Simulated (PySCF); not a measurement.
C2H6GaNO, SMILES `C#[N+][GaH2-][O]C`.

PySCF calculation, PBE0/def2-SVP, gas phase; geometry: GFN2-xTB. No frequency check shows the geometry to be a minimum. GFN2-xTB bond lengths at metals and heavier atoms can be off by up to 0.1 Å and shapes distorted, which carries into these values.

Coordinates in Å:

```
C1      -2.1101    1.5817    0.0241
N2      -1.7336    0.5104   -0.0793
Ga3     -0.0788   -0.8598    0.0077
O4       1.1669    0.3107    0.0186
C5       2.2507    1.2020   -0.0148
H6      -2.4780    2.5723    0.1161
H7      -0.4281   -1.4356    1.3897
H8      -0.3174   -1.5812   -1.3257
H9       1.8859    2.2325   -0.0784
H10      2.8845    1.0028   -0.8829
H11      2.8535    1.1006    0.8918
```

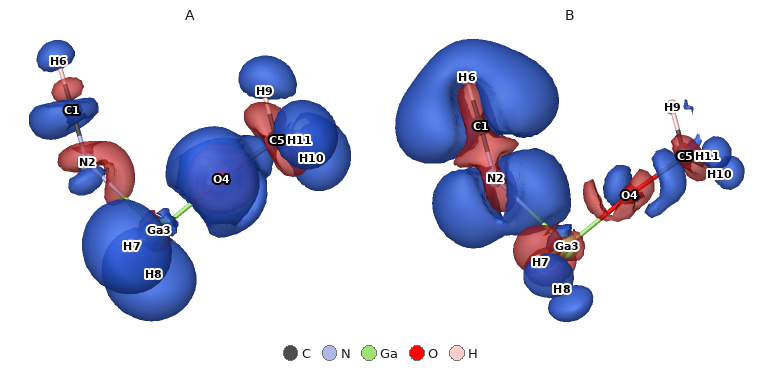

The two Fukui functions at ±0.015 e/Å³ (blue positive, red negative).

### Which panel is f⁻ (electron removed) and which f⁺ (electron added)?

A is f⁻, B is f⁺. f⁻ (Hirshfeld-condensed) is largest on O4 (0.23), Ga3 (0.17) and H8 (0.14); the vertical ionisation energy is 8.39 eV. f⁺ (Hirshfeld-condensed) is largest on C1 (0.35) and N2 (0.23); the vertical electron affinity is −1.27 eV (the stability of the anion's solution wasn't checked; negative, but this basis has no diffuse functions, so it doesn't show that the anion is unbound).

### What chemical potential and hardness follow from the two energies?

μ = −(I + A)/2 = −3.56 eV and η = I − A = 9.66 eV.

Cost of the run: 5.5 min on 1 thread of Arm Neoverse V1, on a shared host, peak memory 0.66 GiB.
